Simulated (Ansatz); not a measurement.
## Geometry relaxation of CH6 (part 2 of 2)

CH6 (disordered cell, 21 atoms in the cell); DFT PBE, scalar-relativistic, plane waves, PAW, no spin polarisation (Ansatz 0.2.0); cutoff 420 eV, 1×1×1 k-mesh, Fermi–Dirac smearing of 0.02 eV. It belongs to a series of runs on one base structure; here: start relaxed.

Geometry of the input (Å; fractional positions):
```
6.0659  0.0000  0.0000
0.0000  6.0659  0.0000
0.0000  0.0000  6.0659
H  0.9996  0.8818  0.3373
H  0.9815  0.8708  0.2176
H  0.2675  0.4821  0.7893
H  0.1612  0.5303  0.7555
H  0.8023  0.6341  0.4095
H  0.7913  0.5163  0.3818
C  0.3084  0.9915  0.1627
H  0.1939  1.0625  0.2815
H  0.3694  1.1207  0.0537
H  0.2240  0.8662  0.0656
H  0.4465  0.9167  0.2499
C  0.4316  0.4776  0.3780
H  0.4370  0.3314  0.2738
H  0.2608  0.5278  0.4021
H  0.5226  0.6108  0.2990
H  0.5061  0.4404  0.5372
C  0.7361  0.1211  0.7249
H  0.6468  -0.0179  0.6543
H  0.8878  0.0623  0.8011
H  0.6339  0.2011  0.8490
H  0.7760  0.2387  0.5951
```

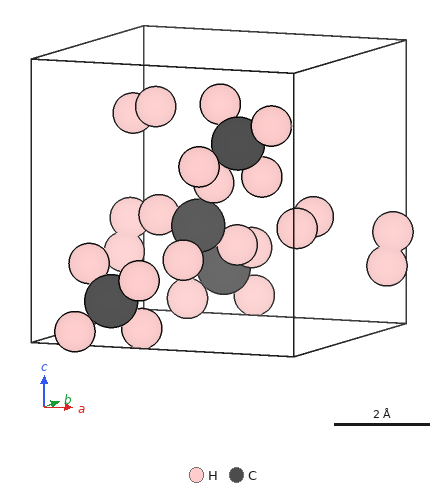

*The geometry at step 1 of the log (spheres-only view of the cell of the calculation, seen slightly off an axis).*

## Log, continued
```
relax step  10: F+E_penalty+E_count = -1042.59229454 eV  Δ(F+E_penalty+E_count) = -3.840e-2 eV  max|allowed force component| = 1.552e0 eV/Å  Δτ_max = 0.1955 Å  (5 SCF iters, dr2 threshold 1.00e-4 eV, accepted)
preconditioner: auto → Resta (q_TF=auto, 1.953 Å⁻¹)  ε∞=1.9  [insulator: Δε(μ)=8.691 eV  Ē_g=14.633 eV  σ=0.020 eV  W_gap=1.00  n_scr=26 (ndim 8)  ℏωp=13.6 eV  f_vac=0.212  D(μ)=0.00/eV (n_scr^D=0)  ε∞_Penn≈1.9]
relax step  11: F+E_penalty+E_count = -1042.72697793 eV  Δ(F+E_penalty+E_count) = -1.347e-1 eV  max|allowed force component| = 4.223e-1 eV/Å  Δτ_max = 0.1961 Å  (5 SCF iters, dr2 threshold 1.00e-4 eV, accepted)
preconditioner: auto → Resta (q_TF=auto, 1.953 Å⁻¹)  ε∞=1.9  [insulator: Δε(μ)=8.669 eV  Ē_g=14.640 eV  σ=0.020 eV  W_gap=1.00  n_scr=26 (ndim 8)  ℏωp=13.6 eV  f_vac=0.210  D(μ)=0.00/eV (n_scr^D=0)  ε∞_Penn≈1.9]
relax step  12: F+E_penalty+E_count = -1042.77958200 eV  Δ(F+E_penalty+E_count) = -5.260e-2 eV  max|allowed force component| = 2.630e-1 eV/Å  Δτ_max = 0.1988 Å  (7 SCF iters, accepted)
preconditioner: auto → Resta (q_TF=auto, 1.953 Å⁻¹)  ε∞=1.9  [insulator: Δε(μ)=8.647 eV  Ē_g=14.599 eV  σ=0.020 eV  W_gap=1.00  n_scr=26 (ndim 8)  ℏωp=13.6 eV  f_vac=0.214  D(μ)=0.00/eV (n_scr^D=0)  ε∞_Penn≈1.9]
relax step  13: F+E_penalty+E_count = -1042.83946748 eV  Δ(F+E_penalty+E_count) = -5.989e-2 eV  max|allowed force component| = 3.563e-1 eV/Å  Δτ_max = 0.1989 Å  (7 SCF iters, accepted)
preconditioner: auto → Resta (q_TF=auto, 1.953 Å⁻¹)  ε∞=1.9  [insulator: Δε(μ)=8.641 eV  Ē_g=14.619 eV  σ=0.020 eV  W_gap=1.00  n_scr=26 (ndim 8)  ℏωp=13.6 eV  f_vac=0.210  D(μ)=0.00/eV (n_scr^D=0)  ε∞_Penn≈1.9]
relax step  14: F+E_penalty+E_count = -1042.87441133 eV  Δ(F+E_penalty+E_count) = -3.494e-2 eV  max|allowed force component| = 2.655e-1 eV/Å  Δτ_max = 0.2000 Å  (7 SCF iters, accepted)
Free energy (F): -1042.874411 eV
Harris-Foulkes:  -1042.874411 eV  (|F-HF|=2.36e-9)
Internal energy: -1042.874411 eV  (E = F + TS)
E sigma→0 (E₀):  -1042.874411 eV
Fermi energy:    -2.041863 eV
--- Per-component energies (eV) ---
  E_band       = -257.124247
  E_kinetic    = 516.784412
[...]
  E_local      = -1272.260129  (includes V_loc(G=0)·N_el)
  E_nonlocal   = 111.847470
  E_hartree    = 402.754272
  E_xc         = -305.270844
  E_vxc        = -385.703490  (∫ρ·V_xc dr)
  E_paw        = -308.423238  (= ΣΔE_a)
  E_vpaw       = -33.278241  (= ΣTr[D̂ρ^β])
  E_aug_tail   = -0.023793  (compensation charges beyond the density's cutoff)
  E_ewald      = -188.282561
  E_smearing   = -0.000000  (= −TS)
  E_closure    = -0.000000  (closes the sum)
  Σ components = -1042.874411   (vs F -1042.874411, Δ=0.00e0)
--- Forces (eV/Å), atoms counted from 1 ---
  atom   1  H      0.01013476     0.00032753     0.03002409
  atom   2  H      0.00865771    -0.00206125    -0.04777062
  atom   3  H     -0.23848361     0.10978523    -0.20568963
  atom   4  H      0.26552111    -0.10365929     0.24581654
  atom   5  H     -0.10570782    -0.04887236    -0.01230248
  atom   6  H      0.07816206     0.05075416     0.03045345
  atom   7  C     -0.00587827     0.05965381    -0.00731920
  atom   8  H      0.02557919    -0.00879454    -0.03375661
  atom   9  H      0.02228135    -0.04870129     0.05960906
  atom  10  H      0.01087644     0.02067537     0.01938101
  atom  11  H     -0.05224207     0.00546363    -0.04261077
  atom  12  C     -0.07642115    -0.04559089    -0.10056655
  atom  13  H     -0.02648061     0.05169404     0.07287965
  atom  14  H      0.09200457    -0.00369477     0.02118082
  atom  15  H     -0.01359358     0.00849211     0.04485002
  atom  16  H      0.00922547    -0.01197286    -0.00933273
  atom  17  C     -0.04619782    -0.04609241    -0.04488405
  atom  18  H      0.11443608     0.14470545     0.02149251
  atom  19  H     -0.06370692     0.00299368    -0.06767243
  atom  20  H      0.03256662    -0.04180075    -0.08651400
  atom  21  H     -0.04077547    -0.09330822     0.11271611
  max |Σ_I F_I| component: 4.20e-5 eV/Å
--- Relaxed structure (14 steps of the walk, 14 accepted, 0 SCFs on fresh bases) ---
  F+E_penalty+E_count = -1042.87441133 eV   max|allowed force component| = 2.655e-1 eV/Å
  atoms:
    - { symbol: H, position: [0.7940913619687682, 1.0311997736980205, 0.22884750399130718] }
    - { symbol: H, position: [0.7988559120072859, 1.0299799622813972, 0.1031262683785204] }
    - { symbol: H, position: [0.39760291112496937, 0.48759873512073054, 1.0095288824565416] }
    - { symbol: H, position: [0.33475325054737576, 0.5194488625313664, 0.9036761206356454] }
    - { symbol: H, position: [0.9326320929176319, 0.5314878139088485, 0.43377788171085246] }
    - { symbol: H, position: [0.807670161195091, 0.5138217667969545, 0.4277618912827279] }
    - { symbol: C, position: [0.2773092262222351, 1.0052982549842018, 0.10497914674132744] }
    - { symbol: H, position: [0.17577493923679305, 1.018425399769407, 0.25351853129417345] }
    - { symbol: H, position: [0.24339001369199642, 1.1444924290463807, -0.005416600096371186] }
    - { symbol: H, position: [0.24108576473274784, 0.8504773229061846, 0.018926045967825243] }
    - { symbol: H, position: [0.4528424650139408, 1.0074868659548357, 0.15189571763007573] }
    - { symbol: C, position: [0.4013471719884458, 0.5117610390737243, 0.42711154088171016] }
    - { symbol: H, position: [0.4643544147547885, 0.35652326571432685, 0.3589454997408796] }
    - { symbol: H, position: [0.22049614890318817, 0.5198315538624496, 0.398306774120792] }
    - { symbol: H, position: [0.47925813439241083, 0.6533074155336902, 0.346592861921135] }
    - { symbol: H, position: [0.43064528419737574, 0.5170196653066119, 0.6069984419187353] }
    - { symbol: C, position: [0.7862842362401641, 0.032810997651137604, 0.6912029538073778] }
    - { symbol: H, position: [0.682113951719611, -0.11522182332706339, 0.6810802013673598] }
    - { symbol: H, position: [0.9471225282034794, -0.008779711104189425, 0.7621950406481482] }
    - { symbol: H, position: [0.7048361439846402, 0.1588318446922994, 0.7925820570926129] }
    - { symbol: H, position: [0.8116792869570604, 0.10052186559868513, 0.5233506385086233] }
```

## Trajectory as extended XYZ (Å, eV, eV/Å), 5 of the 14 frames kept, from step=1 to step=14
```
21
Lattice="6.0659 0.0000 0.0000 0.0000 6.0659 0.0000 0.0000 0.0000 6.0659" Properties=species:S:1:pos:R:3:forces:R:3 step=1 energy=-1040.85247
H     6.0633    5.3487    2.0461   -0.8830  -0.2491   0.3850
H     5.9535    5.2821    1.3202   -0.9506  -0.2674   0.1123
H     1.6229    2.9245    4.7879    0.3434  -0.1552   0.3150
H     0.9780    3.2169    4.5829   -0.4487   0.1713   0.0513
H     4.8667    3.8466    2.4841    0.6769   0.1433   0.1843
H     4.7998    3.1319    2.3161    0.6279  -0.3659   0.0570
C     1.8709    6.0147    0.9868    0.6560   0.6391  -0.3907
H     1.1760    6.4451    1.7073    0.5323   0.2078  -0.2678
H     2.2406    6.7982    0.3259    0.0582  -0.0046  -0.2297
H     1.3586    5.2544    0.3977    0.2096  -0.0804  -0.0976
H     2.7083    5.5609    1.5161    0.2085  -0.0336   0.0707
C     2.6182    2.8970    2.2931   -0.4122   0.1875  -0.2558
H     2.6506    2.0101    1.6608    0.1277   0.0233   0.0535
H     1.5822    3.2014    2.4391   -0.3719  -0.0136  -0.0334
H     3.1701    3.7051    1.8138   -0.4583  -0.1038   0.0057
H     3.0700    2.6713    3.2587   -0.1210   0.0451  -0.0033
C     4.4652    0.7343    4.3971    0.1526  -0.0469  -0.0294
H     3.9234   -0.1087    3.9690   -0.1103  -0.1150  -0.0866
H     5.3853    0.3778    4.8593    0.1129  -0.0304   0.1107
H     3.8450    1.2201    5.1500   -0.0452   0.0617   0.1140
H     4.7070    1.4481    3.6100    0.0949  -0.0130  -0.0654
21
Lattice="6.0659 0.0000 0.0000 0.0000 6.0659 0.0000 0.0000 0.0000 6.0659" Properties=species:S:1:pos:R:3:forces:R:3 step=4 energy=-1041.97694
H     5.5722    5.5083    2.0198   -0.1554   0.1548   0.0637
H     5.4564    5.4362    1.2877   -0.1838   0.0799  -0.1672
H     1.6047    2.9381    5.0164   -0.1873   0.0971   0.0615
H     0.9401    3.2255    4.7976    0.1697  -0.0873   0.1633
H     5.2027    3.6117    2.5445    0.1330  -0.1458   0.0212
H     5.1091    2.8890    2.3696    0.1027  -0.0305   0.0178
C     2.0079    6.0778    0.8579   -0.0874  -0.4179  -0.1079
H     1.3283    6.4336    1.6337    0.0172  -0.0495  -0.0190
H     2.1761    6.8844    0.1338    0.0315  -0.2342   0.0606
H     1.5466    5.2112    0.3541    0.1672   0.2170   0.0588
H     2.9407    5.7363    1.3463   -0.0705   0.2880  -0.2665
C     2.5069    2.9254    2.3019    0.1840  -0.1892   0.1206
H     2.6678    2.0070    1.7276   -0.0669   0.1922   0.1160
H     1.4384    3.1477    2.4062   -0.1357  -0.0778  -0.0112
H     2.9998    3.7473    1.7981    0.0746   0.2649  -0.0973
H     2.9596    2.7868    3.2901   -0.1449   0.0929  -0.0461
C     4.5218    0.6804    4.4067   -0.0303  -0.0461   0.0267
H     3.9330   -0.1548    4.0070    0.0592   0.0313   0.0570
H     5.4300    0.3090    4.8900   -0.0112  -0.0342   0.0038
H     3.9201    1.2261    5.1444    0.0986  -0.0427  -0.0911
H     4.7932    1.3535    3.5886    0.0355  -0.0629   0.0355
21
Lattice="6.0659 0.0000 0.0000 0.0000 6.0659 0.0000 0.0000 0.0000 6.0659" Properties=species:S:1:pos:R:3:forces:R:3 step=7 energy=-1042.35040
H     5.1837    5.8629    1.7569   -0.0427   0.1035   0.1357
H     5.0842    5.7703    1.0203   -0.0680   0.0591  -0.2071
H     1.6557    2.9337    5.2956   -0.0298   0.0219   0.0643
H     0.9934    3.2028    5.0592    0.0704  -0.0370   0.0627
H     5.4030    3.5840    2.5444    0.0738  -0.0184   0.0166
H     5.2523    2.8726    2.3589   -0.0222   0.0058  -0.0110
C     1.9491    6.0326    0.7871    0.1405  -0.1689  -0.0738
H     1.2858    6.2889    1.6268    0.1603  -0.0612  -0.1613
H     1.9746    6.8715    0.0595   -0.0080  -0.4499   0.3325
H     1.5617    5.1216    0.2927    0.1556   0.3241   0.0925
H     2.9728    5.8121    1.1920   -0.5749   0.2824  -0.3146
C     2.5148    2.9628    2.3610    0.1102  -0.2419   0.1828
H     2.7113    2.0277    1.8227   -0.0285   0.1339   0.0712
H     1.4325    3.1326    2.4379   -0.0581  -0.0282   0.0003
H     2.9749    3.7934    1.8373    0.0940   0.2033  -0.1123
H     2.9439    2.8836    3.3682   -0.0886   0.0457  -0.0670
C     4.6340    0.5629    4.4203   -0.0767  -0.0837   0.0539
H     4.0279   -0.2763    4.0538    0.0738   0.0484   0.0505
H     5.5295    0.1892    4.9261    0.0004  -0.0217  -0.0247
H     4.0387    1.1585    5.1260    0.0789  -0.0743  -0.0918
H     4.9316    1.1930    3.5753    0.0389  -0.0426   0.0005
21
Lattice="6.0659 0.0000 0.0000 0.0000 6.0659 0.0000 0.0000 0.0000 6.0659" Properties=species:S:1:pos:R:3:forces:R:3 step=11 energy=-1042.72698
H     4.8197    6.3278    1.5749    0.0194  -0.0143   0.0058
H     4.8380    6.3020    0.8140    0.0299  -0.0034  -0.0560
H     2.0214    2.8878    5.8517    0.0007   0.0230   0.0585
H     1.4462    3.0973    5.4097    0.0967   0.0124  -0.0151
H     5.6789    3.4119    2.5974   -0.3931  -0.3402  -0.1154
H     4.9930    3.0690    2.4683    0.4222   0.3093   0.1280
C     1.7192    6.0683    0.6671    0.0908   0.0235   0.0192
H     1.0819    6.2208    1.5428   -0.0167  -0.0048  -0.0391
H     1.5983    6.8975   -0.0393   -0.0349  -0.0527   0.0395
H     1.4581    5.1276    0.1685    0.0014   0.0085  -0.0079
H     2.7712    6.0254    0.9985   -0.1098   0.0059  -0.0509
C     2.5330    3.0394    2.4730    0.0418  -0.0393   0.0177
H     2.8221    2.0883    2.0104   -0.0105   0.0530   0.0371
H     1.4319    3.1336    2.4358   -0.0485   0.0181   0.0018
H     2.9805    3.8788    1.9347   -0.0209   0.0350  -0.0165
H     2.8505    3.0545    3.5245   -0.0498  -0.0015   0.0339
C     4.8014    0.2664    4.3005   -0.0339  -0.0632   0.0417
H     4.1874   -0.6095    4.0610    0.0345   0.0315   0.0072
H     5.7262   -0.0475    4.7952   -0.0133  -0.0039  -0.0263
H     4.2371    0.9390    4.9585    0.0265   0.0091  -0.0542
H     5.0596    0.8021    3.3743   -0.0332  -0.0053  -0.0086
21
Lattice="6.0659 0.0000 0.0000 0.0000 6.0659 0.0000 0.0000 0.0000 6.0659" Properties=species:S:1:pos:R:3:forces:R:3 step=14 energy=-1042.87441
H     4.8169    6.2552    1.3882    0.0101   0.0003   0.0300
H     4.8458    6.2478    0.6256    0.0087  -0.0021  -0.0478
H     2.4118    2.9577    6.1237   -0.2385   0.1098  -0.2057
H     2.0306    3.1509    5.4816    0.2655  -0.1037   0.2458
H     5.6573    3.2240    2.6313   -0.1057  -0.0489  -0.0123
H     4.8993    3.1168    2.5948    0.0782   0.0508   0.0305
C     1.6821    6.0981    0.6368   -0.0059   0.0597  -0.0073
H     1.0662    6.1777    1.5378    0.0256  -0.0088  -0.0338
H     1.4764    6.9424   -0.0329    0.0223  -0.0487   0.0596
H     1.4624    5.1589    0.1148    0.0109   0.0207   0.0194
H     2.7469    6.1114    0.9214   -0.0522   0.0055  -0.0426
C     2.4345    3.1043    2.5908   -0.0764  -0.0456  -0.1006
H     2.8167    2.1626    2.1773   -0.0265   0.0517   0.0729
H     1.3375    3.1533    2.4161    0.0920  -0.0037   0.0212
H     2.9072    3.9629    2.1024   -0.0136   0.0085   0.0449
H     2.6123    3.1362    3.6820    0.0092  -0.0120  -0.0093
C     4.7696    0.1990    4.1928   -0.0462  -0.0461  -0.0449
H     4.1377   -0.6989    4.1314    0.1144   0.1447   0.0215
H     5.7452   -0.0533    4.6234   -0.0637   0.0030  -0.0677
H     4.2755    0.9635    4.8078    0.0326  -0.0418  -0.0865
H     4.9236    0.6098    3.1746   -0.0408  -0.0933   0.1127
```

## Summary

| quantity | value |
| --- | --- |
| outcome | converged |
| electrons treated | 30 |
| free energy | −1042.8744 eV |
| Fermi energy | −2.042 eV |
| final volume | 223.20 Å³ |
| largest force (length of the vector) at the end | 0.376 eV/Å |
| hardware | 1 thread of INTEL XEON PLATINUM @ 2.30GHz (Emerald Rapids), 24 GiB of memory available, shared host |
| wall time | 9.3 s |
| peak memory | 0.4 GiB |

## Remarks

The input asks for low accuracy. The k-point mesh is coarse for a cell of this size, so the results may not be converged.
